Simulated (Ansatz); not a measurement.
BFHSe (charge −1)

Input

```
crystal:
  periodic: [false, false, false]
  atoms:
    - { symbol: F, position_ang: [1.07218, -0.37212, -0.78897] }
    - { symbol: B, position_ang: [0.0439, -0.1121, 0.02447] }
    - { symbol: Se, position_ang: [-1.00701, 1.4077, -0.11128] }
    - { symbol: H, position_ang: [-2.08649, 2.45019, 0.18678] }
total_charge: -1
basis:
  gaussian: { orbitals: def2-SVPD }
hamiltonian:
  xc: b3lyp
  dispersion: d4
relax:
  f_tol: 0.02
  max_steps: 50
output:
  orbitals: {}
```

Run with:

```sh
ansatz run input.yaml --threads 2 --pin off --max-ram 3072MiB --backend cpu --events-out ev --progress --plain --runs-dir out
```

The fields are those of the run's last geometry, not of the input's.

The highest occupied orbital lies above zero, a sign that basis and functional describe the outermost electron poorly.

Computed with Ansatz, RKS B3LYP-D4/def2-SVPD.

Predict the electron density and electron localisation function between the atoms.

B–F (1.36 Å): the density is about 1.9 e/Å³ at the midpoint; the ELF peaks at about 0.85 between the atoms (a shared but strongly polarised pair).
B–Se (2.19 Å): ρ is about 0.68 e/Å³ halfway, with its minimum of 0.58 e/Å³ about 0.8 Å from B; the ELF peaks at about 0.85 between the atoms, as expected for a covalent bond.
Se–H (1.50 Å): the density is about 1.2 e/Å³ at the midpoint; the ELF climbs to about 1 towards the hydrogen, as it does in any bond to H.

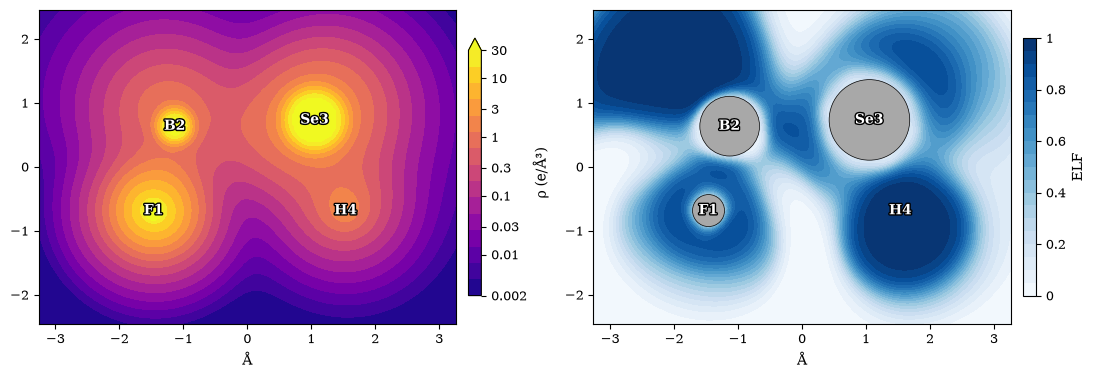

Computed electron density and electron localisation function on the molecular plane, in this order. Grey discs cover the atomic cores in the ELF map. 
